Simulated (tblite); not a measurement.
# Geometry relaxation of C$_{3}$H$_{7}$FOSi (part 2 of 2)

C$_{3}$H$_{7}$FOSi; GFN2-xTB geometry optimisation, gas phase (tblite 0.8.0). It belongs to a series of runs on one base structure; here: constitutional isomer.

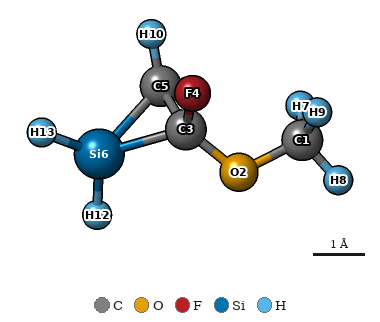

The geometry at step 68 of the log (ball-and-stick view, seen at a tilt; atoms are numbered from 1 in the order of the input).

Trajectory as extended XYZ, continued
```
13
Properties=species:S:1:pos:R:3:forces:R:3 step=46 energy=-556.79580
C     1.9793    0.4735    0.0790   -0.0190  -0.0070  -0.0020
O     0.8641    0.0823    0.8741    0.0190  -0.0180   0.0070
C    -0.3554    0.3530    0.3223    0.0280   0.0020  -0.0150
F    -0.5506    1.7254    0.1946   -0.0110  -0.0020  -0.0210
C    -0.8209   -0.4350   -0.9091   -0.0350  -0.0140   0.0020
Si   -1.8492   -0.7677    0.6469    0.0110  -0.0020  -0.0280
H     1.8674    0.1178   -0.9493    0.0180  -0.0150   0.0040
H     2.8560    0.0190    0.5363   -0.0240   0.0300   0.0000
H     2.0814    1.5625    0.0711   -0.0010  -0.0210   0.0070
H    -1.2189    0.1652   -1.7169    0.0110  -0.0030   0.0260
H    -0.1218   -1.1823   -1.2647   -0.0140   0.0470   0.0150
H    -1.5936   -1.9943    1.3716    0.0140  -0.0050   0.0030
H    -3.1420   -0.1190    0.7264    0.0030   0.0080   0.0010
13
Properties=species:S:1:pos:R:3:forces:R:3 step=48 energy=-556.79638
C     1.9791    0.4693    0.0801   -0.0050  -0.0070  -0.0050
O     0.8625    0.0846    0.8749    0.0070  -0.0410  -0.0020
C    -0.3553    0.3570    0.3206    0.0080  -0.0090   0.0200
F    -0.5491    1.7302    0.1994   -0.0160  -0.0080  -0.0440
C    -0.8220   -0.4311   -0.9100   -0.0300   0.0030  -0.0010
Si   -1.8456   -0.7686    0.6464   -0.0080  -0.0100   0.0000
H     1.8775    0.0984   -0.9438    0.0050  -0.0230   0.0010
H     2.8543    0.0248    0.5494   -0.0110   0.0420   0.0010
H     2.0735    1.5583    0.0562    0.0180  -0.0080   0.0110
H    -1.2283    0.1686   -1.7123   -0.0050   0.0300  -0.0050
H    -0.1226   -1.1716   -1.2763    0.0110   0.0220   0.0260
H    -1.5865   -1.9936    1.3734    0.0140   0.0040  -0.0040
H    -3.1420   -0.1257    0.7245    0.0120   0.0040   0.0000
13
Properties=species:S:1:pos:R:3:forces:R:3 step=51 energy=-556.79761
C     1.9771    0.4583    0.0803    0.0270   0.0020  -0.0010
O     0.8595    0.0852    0.8767   -0.0380  -0.0090  -0.0390
C    -0.3565    0.3646    0.3213   -0.0610  -0.0230   0.0060
F    -0.5502    1.7388    0.2027    0.0100  -0.0350  -0.0220
C    -0.8269   -0.4202   -0.9112    0.0260   0.0340  -0.0080
Si   -1.8396   -0.7723    0.6455   -0.0200  -0.0060   0.0370
H     1.8964    0.0516   -0.9321   -0.0110  -0.0110   0.0140
H     2.8501    0.0432    0.5763    0.0440   0.0050   0.0110
H     2.0623    1.5464    0.0239   -0.0030   0.0130  -0.0050
H    -1.2460    0.1831   -1.7036   -0.0100   0.0470  -0.0160
H    -0.1203   -1.1442   -1.2933    0.0180  -0.0240   0.0220
H    -1.5682   -1.9926    1.3760    0.0130   0.0020  -0.0070
H    -3.1419   -0.1413    0.7195    0.0060   0.0040   0.0070
13
Properties=species:S:1:pos:R:3:forces:R:3 step=53 energy=-556.79839
C     1.9789    0.4522    0.0813    0.0140   0.0060   0.0110
O     0.8565    0.0806    0.8728   -0.0190   0.0070  -0.0120
C    -0.3596    0.3660    0.3202   -0.0190  -0.0050  -0.0320
F    -0.5489    1.7401    0.2003    0.0120  -0.0120   0.0100
C    -0.8317   -0.4127   -0.9142    0.0040   0.0030  -0.0140
Si   -1.8374   -0.7753    0.6472   -0.0040   0.0010  -0.0060
H     1.9144    0.0237   -0.9235   -0.0060   0.0010   0.0200
H     2.8513    0.0595    0.5968    0.0290  -0.0090   0.0020
H     2.0537    1.5401    0.0064   -0.0190   0.0070  -0.0170
H    -1.2606    0.1961   -1.6987    0.0110   0.0180   0.0080
H    -0.1219   -1.1291   -1.3061   -0.0070  -0.0160   0.0220
H    -1.5576   -1.9912    1.3805    0.0140  -0.0100  -0.0050
H    -3.1414   -0.1495    0.7192   -0.0110   0.0100   0.0140
13
Properties=species:S:1:pos:R:3:forces:R:3 step=56 energy=-556.79872
C     1.9799    0.4524    0.0829   -0.0080  -0.0020   0.0030
O     0.8547    0.0790    0.8708    0.0140  -0.0040   0.0120
C    -0.3611    0.3647    0.3171    0.0220   0.0040   0.0060
F    -0.5476    1.7384    0.1994   -0.0030   0.0140   0.0020
C    -0.8328   -0.4124   -0.9161   -0.0130  -0.0090  -0.0010
Si   -1.8381   -0.7760    0.6468   -0.0040   0.0000  -0.0120
H     1.9161    0.0221   -0.9209    0.0050  -0.0010   0.0040
H     2.8540    0.0611    0.5986   -0.0110   0.0110  -0.0020
H     2.0503    1.5407    0.0049   -0.0070  -0.0060  -0.0060
H    -1.2609    0.1995   -1.6984    0.0120   0.0020  -0.0080
H    -0.1227   -1.1300   -1.3051   -0.0120  -0.0120   0.0030
H    -1.5550   -1.9915    1.3805    0.0090   0.0010  -0.0140
H    -3.1412   -0.1475    0.7218   -0.0030   0.0020   0.0110
13
Properties=species:S:1:pos:R:3:forces:R:3 step=58 energy=-556.79887
C     1.9797    0.4507    0.0837    0.0000   0.0010  -0.0090
O     0.8542    0.0793    0.8716    0.0030  -0.0010   0.0040
C    -0.3608    0.3660    0.3163   -0.0050  -0.0050   0.0260
F    -0.5478    1.7403    0.2005    0.0020  -0.0050  -0.0020
C    -0.8342   -0.4111   -0.9169    0.0100   0.0110   0.0080
Si   -1.8379   -0.7763    0.6456   -0.0050   0.0070   0.0060
H     1.9182    0.0147   -0.9177    0.0060  -0.0040   0.0010
H     2.8544    0.0642    0.6021   -0.0150   0.0140   0.0010
H     2.0471    1.5386   -0.0013   -0.0030  -0.0060   0.0000
H    -1.2616    0.2031   -1.6976    0.0110  -0.0040  -0.0160
H    -0.1234   -1.1281   -1.3051   -0.0130  -0.0140  -0.0090
H    -1.5503   -1.9919    1.3785    0.0040   0.0080  -0.0190
H    -3.1419   -0.1491    0.7226    0.0040  -0.0030   0.0110
13
Properties=species:S:1:pos:R:3:forces:R:3 step=60 energy=-556.79913
C     1.9791    0.4464    0.0845    0.0000   0.0060  -0.0120
O     0.8532    0.0802    0.8734   -0.0160   0.0050  -0.0070
C    -0.3609    0.3688    0.3171   -0.0340  -0.0100   0.0170
F    -0.5481    1.7441    0.2031    0.0110  -0.0300   0.0020
C    -0.8361   -0.4058   -0.9180    0.0290   0.0220   0.0110
Si   -1.8374   -0.7766    0.6439    0.0040   0.0170   0.0170
H     1.9252   -0.0048   -0.9103    0.0020  -0.0110  -0.0080
H     2.8537    0.0736    0.6120    0.0000   0.0070   0.0090
H     2.0401    1.5329   -0.0171    0.0000   0.0080   0.0010
H    -1.2636    0.2114   -1.6966    0.0150  -0.0130  -0.0090
H    -0.1264   -1.1230   -1.3083   -0.0130  -0.0060  -0.0130
H    -1.5397   -1.9917    1.3738   -0.0040   0.0080  -0.0200
H    -3.1437   -0.1550    0.7247    0.0050  -0.0030   0.0120
13
Properties=species:S:1:pos:R:3:forces:R:3 step=63 energy=-556.79957
C     1.9779    0.4414    0.0853   -0.0030   0.0000  -0.0010
O     0.8509    0.0807    0.8755   -0.0040  -0.0050  -0.0010
C    -0.3626    0.3710    0.3194    0.0030  -0.0010  -0.0150
F    -0.5467    1.7462    0.2073    0.0010  -0.0060   0.0060
C    -0.8371   -0.3972   -0.9196   -0.0010  -0.0090   0.0000
Si   -1.8374   -0.7750    0.6417    0.0030   0.0100   0.0080
H     1.9367   -0.0337   -0.8989   -0.0050  -0.0090  -0.0130
H     2.8522    0.0900    0.6275    0.0060   0.0080   0.0100
H     2.0276    1.5256   -0.0403    0.0040   0.0130  -0.0010
H    -1.2619    0.2228   -1.6978    0.0100  -0.0070   0.0050
H    -0.1346   -1.1192   -1.3142    0.0070   0.0090   0.0000
H    -1.5233   -1.9904    1.3630   -0.0130  -0.0080  -0.0090
H    -3.1460   -0.1616    0.7333   -0.0060   0.0040   0.0100
13
Properties=species:S:1:pos:R:3:forces:R:3 step=65 energy=-556.79968
C     1.9778    0.4437    0.0852    0.0050  -0.0030  -0.0020
O     0.8513    0.0786    0.8744    0.0120  -0.0040   0.0020
C    -0.3622    0.3686    0.3185    0.0210   0.0020  -0.0040
F    -0.5452    1.7431    0.2064   -0.0060   0.0160   0.0000
C    -0.8369   -0.3999   -0.9196   -0.0120  -0.0120  -0.0030
Si   -1.8386   -0.7733    0.6425   -0.0080  -0.0030   0.0010
H     1.9355   -0.0266   -0.9016   -0.0020  -0.0020  -0.0020
H     2.8527    0.0895    0.6253   -0.0040   0.0110   0.0020
H     2.0280    1.5291   -0.0346   -0.0010  -0.0020  -0.0010
H    -1.2579    0.2198   -1.6995   -0.0010   0.0010  -0.0010
H    -0.1364   -1.1242   -1.3129    0.0140   0.0020   0.0050
H    -1.5268   -1.9907    1.3610   -0.0120  -0.0110  -0.0050
H    -3.1456   -0.1572    0.7371   -0.0040   0.0050   0.0070
13
Properties=species:S:1:pos:R:3:forces:R:3 step=68 energy=-556.79978
C     1.9786    0.4454    0.0851    0.0060   0.0030  -0.0050
O     0.8530    0.0755    0.8729    0.0030   0.0060  -0.0050
C    -0.3605    0.3662    0.3172   -0.0080   0.0000   0.0070
F    -0.5438    1.7415    0.2049    0.0020  -0.0040   0.0000
C    -0.8384   -0.4029   -0.9197    0.0070   0.0050   0.0020
Si   -1.8403   -0.7716    0.6435    0.0000  -0.0030  -0.0040
H     1.9362   -0.0210   -0.9039    0.0050   0.0010   0.0090
H     2.8538    0.0918    0.6248    0.0010   0.0010  -0.0040
H     2.0275    1.5316   -0.0300   -0.0060  -0.0050  -0.0050
H    -1.2554    0.2181   -1.7008   -0.0050  -0.0040  -0.0010
H    -0.1382   -1.1290   -1.3109    0.0050   0.0020   0.0040
H    -1.5307   -1.9923    1.3580   -0.0140  -0.0060  -0.0040
H    -3.1462   -0.1529    0.7412    0.0040   0.0030   0.0040
13
Properties=species:S:1:pos:R:3:forces:R:3 step=70 energy=-556.79986
C     1.9794    0.4442    0.0845   -0.0090   0.0050   0.0040
O     0.8536    0.0758    0.8728   -0.0100   0.0030  -0.0010
C    -0.3601    0.3669    0.3176   -0.0180   0.0000   0.0030
F    -0.5436    1.7426    0.2062    0.0050  -0.0140   0.0030
C    -0.8388   -0.4011   -0.9199    0.0090   0.0060   0.0020
Si   -1.8407   -0.7714    0.6432    0.0090   0.0010  -0.0070
H     1.9397   -0.0294   -0.9011    0.0110   0.0030   0.0060
H     2.8540    0.0979    0.6294    0.0100  -0.0040  -0.0070
H     2.0236    1.5296   -0.0367    0.0000   0.0020  -0.0130
H    -1.2559    0.2203   -1.7008   -0.0010  -0.0060   0.0050
H    -0.1382   -1.1269   -1.3114   -0.0020   0.0050   0.0050
H    -1.5303   -1.9944    1.3537   -0.0150  -0.0020  -0.0030
H    -3.1471   -0.1536    0.7447    0.0110   0.0020   0.0020
13
Properties=species:S:1:pos:R:3:forces:R:3 step=72 energy=-556.80000
C     1.9798    0.4432    0.0834   -0.0200   0.0000   0.0140
O     0.8540    0.0776    0.8733   -0.0140  -0.0080   0.0130
C    -0.3604    0.3680    0.3191   -0.0060   0.0000  -0.0020
F    -0.5439    1.7436    0.2087   -0.0020  -0.0060   0.0040
C    -0.8378   -0.3987   -0.9195    0.0000  -0.0010  -0.0010
Si   -1.8409   -0.7713    0.6423    0.0090   0.0000  -0.0030
H     1.9430   -0.0401   -0.8973    0.0150   0.0050  -0.0030
H     2.8546    0.1047    0.6332    0.0080   0.0000  -0.0100
H     2.0189    1.5274   -0.0466    0.0080   0.0070  -0.0180
H    -1.2557    0.2214   -1.7010    0.0030   0.0010   0.0060
H    -0.1355   -1.1231   -1.3106   -0.0060   0.0000   0.0040
H    -1.5336   -1.9984    1.3470   -0.0110   0.0000   0.0000
H    -3.1471   -0.1536    0.7502    0.0160   0.0020  -0.0050
13
Properties=species:S:1:pos:R:3:forces:R:3 step=75 energy=-556.80014
C     1.9793    0.4438    0.0838    0.0040  -0.0010  -0.0020
O     0.8540    0.0771    0.8737    0.0030  -0.0020   0.0040
C    -0.3606    0.3675    0.3199    0.0090  -0.0030   0.0000
F    -0.5436    1.7428    0.2103   -0.0080   0.0040   0.0050
C    -0.8373   -0.3985   -0.9193   -0.0030  -0.0020   0.0000
Si   -1.8410   -0.7716    0.6415   -0.0020  -0.0060   0.0050
H     1.9477   -0.0431   -0.8954   -0.0020  -0.0010  -0.0020
H     2.8562    0.1100    0.6337   -0.0070   0.0080   0.0000
H     2.0161    1.5276   -0.0531    0.0010  -0.0010  -0.0020
H    -1.2551    0.2207   -1.7012    0.0040   0.0070   0.0000
H    -0.1342   -1.1225   -1.3090   -0.0040  -0.0060  -0.0020
H    -1.5412   -2.0026    1.3420   -0.0020  -0.0040   0.0040
H    -3.1447   -0.1506    0.7554    0.0060   0.0070  -0.0100
13
Properties=species:S:1:pos:R:3:forces:R:3 step=77 energy=-556.80018
C     1.9796    0.4437    0.0841    0.0070   0.0030  -0.0090
O     0.8543    0.0755    0.8734    0.0060   0.0070  -0.0080
C    -0.3601    0.3667    0.3196   -0.0020  -0.0030   0.0030
F    -0.5431    1.7424    0.2107   -0.0040  -0.0060   0.0070
C    -0.8384   -0.3984   -0.9197    0.0020   0.0010   0.0010
Si   -1.8411   -0.7719    0.6416    0.0020  -0.0020   0.0020
H     1.9519   -0.0452   -0.8944   -0.0070  -0.0050   0.0030
H     2.8565    0.1144    0.6363   -0.0010   0.0030   0.0030
H     2.0143    1.5272   -0.0560   -0.0050  -0.0010   0.0030
H    -1.2558    0.2224   -1.7008    0.0050   0.0030   0.0020
H    -0.1364   -1.1231   -1.3100   -0.0050  -0.0030  -0.0030
H    -1.5422   -2.0037    1.3409   -0.0010  -0.0040   0.0050
H    -3.1439   -0.1497    0.7566    0.0020   0.0080  -0.0090
13
Properties=species:S:1:pos:R:3:forces:R:3 step=80 energy=-556.80031
C     1.9808    0.4429    0.0828   -0.0070   0.0040  -0.0010
O     0.8558    0.0750    0.8730    0.0050   0.0050  -0.0090
C    -0.3591    0.3654    0.3208   -0.0110  -0.0040   0.0080
F    -0.5447    1.7416    0.2160   -0.0010  -0.0160   0.0060
C    -0.8397   -0.3959   -0.9199    0.0030  -0.0020   0.0020
Si   -1.8405   -0.7737    0.6419    0.0050   0.0060  -0.0050
H     1.9610   -0.0591   -0.8891   -0.0050  -0.0030   0.0020
H     2.8569    0.1289    0.6440    0.0180  -0.0060   0.0030
H     2.0071    1.5247   -0.0702   -0.0070   0.0050  -0.0020
H    -1.2554    0.2283   -1.6992    0.0020  -0.0030   0.0050
H    -0.1402   -1.1220   -1.3124    0.0000   0.0040  -0.0030
H    -1.5461   -2.0099    1.3361    0.0000   0.0050   0.0000
H    -3.1403   -0.1458    0.7583   -0.0030   0.0050  -0.0050
13
Properties=species:S:1:pos:R:3:forces:R:3 step=82 energy=-556.80038
C     1.9806    0.4437    0.0815   -0.0030  -0.0010   0.0050
O     0.8568    0.0770    0.8738    0.0030  -0.0050   0.0060
C    -0.3591    0.3646    0.3227    0.0030  -0.0050   0.0060
F    -0.5477    1.7403    0.2198   -0.0030  -0.0050   0.0020
C    -0.8383   -0.3959   -0.9189    0.0010  -0.0020   0.0010
Si   -1.8400   -0.7746    0.6420   -0.0070   0.0020  -0.0040
H     1.9590   -0.0616   -0.8886    0.0000   0.0010  -0.0050
H     2.8577    0.1306    0.6423    0.0110   0.0000  -0.0010
H     2.0058    1.5251   -0.0738   -0.0030   0.0040  -0.0050
H    -1.2522    0.2285   -1.6988   -0.0030  -0.0010   0.0020
H    -0.1388   -1.1223   -1.3106    0.0050   0.0020  -0.0020
H    -1.5507   -2.0132    1.3343    0.0020   0.0080  -0.0010
H    -3.1375   -0.1418    0.7566   -0.0060   0.0030  -0.0030
13
Properties=species:S:1:pos:R:3:forces:R:3 step=85 energy=-556.80043
C     1.9804    0.4456    0.0811    0.0080  -0.0020  -0.0030
O     0.8583    0.0771    0.8748    0.0010  -0.0050   0.0070
C    -0.3584    0.3624    0.3243    0.0060  -0.0030  -0.0010
F    -0.5498    1.7376    0.2207    0.0020   0.0010   0.0010
C    -0.8367   -0.3986   -0.9176    0.0040   0.0020   0.0010
Si   -1.8412   -0.7742    0.6420   -0.0080  -0.0020  -0.0030
H     1.9534   -0.0533   -0.8923    0.0010   0.0010  -0.0010
H     2.8596    0.1263    0.6359   -0.0060   0.0080  -0.0060
H     2.0078    1.5281   -0.0686   -0.0020  -0.0040   0.0010
H    -1.2488    0.2254   -1.6989   -0.0020  -0.0010   0.0030
H    -0.1369   -1.1257   -1.3076    0.0010   0.0010   0.0000
H    -1.5550   -2.0129    1.3349    0.0010   0.0040   0.0020
H    -3.1371   -0.1372    0.7537   -0.0050   0.0000  -0.0020
13
Properties=species:S:1:pos:R:3:forces:R:3 step=87 energy=-556.80047
C     1.9813    0.4459    0.0808    0.0000   0.0010  -0.0040
O     0.8599    0.0754    0.8750   -0.0020  -0.0020  -0.0030
C    -0.3573    0.3602    0.3253   -0.0030   0.0010  -0.0030
F    -0.5501    1.7355    0.2225    0.0070   0.0000   0.0050
C    -0.8368   -0.3988   -0.9174    0.0030  -0.0010   0.0000
Si   -1.8426   -0.7744    0.6414    0.0010   0.0010  -0.0020
H     1.9567   -0.0550   -0.8917    0.0000  -0.0030   0.0030
H     2.8612    0.1316    0.6371   -0.0030   0.0040  -0.0050
H     2.0047    1.5280   -0.0719   -0.0020  -0.0020   0.0030
H    -1.2488    0.2265   -1.6979    0.0030   0.0000   0.0040
H    -0.1384   -1.1266   -1.3084    0.0010   0.0000   0.0000
H    -1.5572   -2.0136    1.3335   -0.0010   0.0010   0.0030
H    -3.1369   -0.1342    0.7539   -0.0030  -0.0020  -0.0010
```

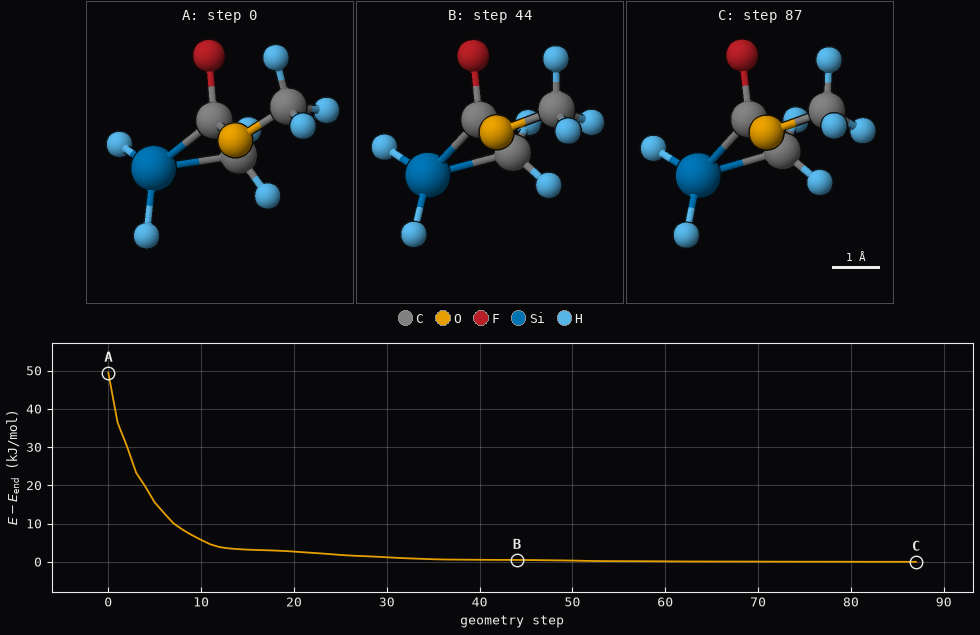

Frames of the relaxation (ball-and-stick view, seen at a tilt) above the curves, on which the letters mark them (steps are counted from 0).

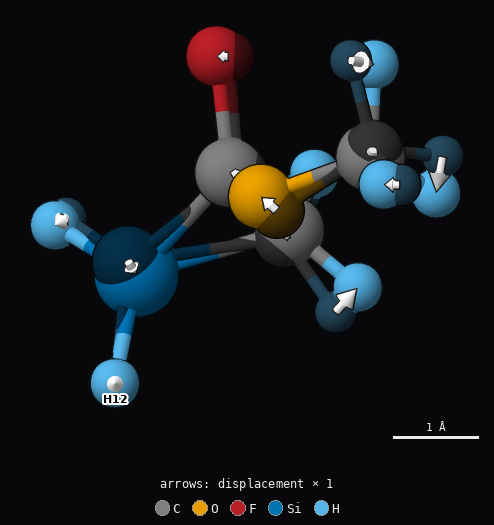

Start (faint) and end (solid) with the displacements as white arrows, at true length (ball-and-stick view, seen at a tilt). The two geometries are laid on each other by the best rigid fit. The atom that moves furthest after the best rigid fit is H7 (0.45 Å). Largest moves by element: H 0.45 Å, O 0.25 Å, Si 0.22 Å, F 0.15 Å, C 0.13 Å. Among the contacts that change: O2–C3 1.422 → 1.366 Å, C3–C5 1.483 → 1.533 Å, Si6–H12 1.491 → 1.448 Å, C3–Si6 1.860 → 1.896 Å. Among the angles that change: C5–Si6–H12 106.3° → 117.3°, C5–Si6–H13 107.1° → 116.8°, Si6–C5–H10 113.7° → 120.4°. Over 87 geometry steps the energy falls by 49.4 kJ/mol. Largest force component: 1.7 eV/Å at the start, 0.007 eV/Å at the end. (Atoms are counted from 1 in the order of the input.)

This output came from the following input.

Input
```
{"job": {"kind": "relax", "xc": "GFN2-xTB", "basis": "xTB"}, "charge": 0, "multiplicity": 1}
C      2.073700     0.535800     0.107300
O      0.967700    -0.105300     0.735900
C     -0.293500     0.328300     0.241300
F     -0.464100     1.715900     0.111300
C     -0.883800    -0.484400    -0.849400
Si    -1.802200    -0.614300     0.783000
H      2.029600     0.381100    -0.977400
H      2.999900     0.115800     0.499700
H      2.057800     1.606400     0.332200
H     -1.444400     0.024900    -1.624400
H     -0.386100    -1.396100    -1.150100
H     -1.692500    -2.037500     1.212400
H     -3.166400    -0.070000     0.560600
```

The first line tells a small driver script what to run in tblite; the rest is the geometry in Å.

Run as:
```bash
OMP_NUM_THREADS=1 python <driver script> task.json out
```

Key numbers

| quantity | value |
| --- | --- |
| outcome | converged |
| total energy | −556.8005 eV |
| hardware | 1 CPU thread, shared host |
| wall time | 0.71 s |
| peak memory | 0.18 GiB |
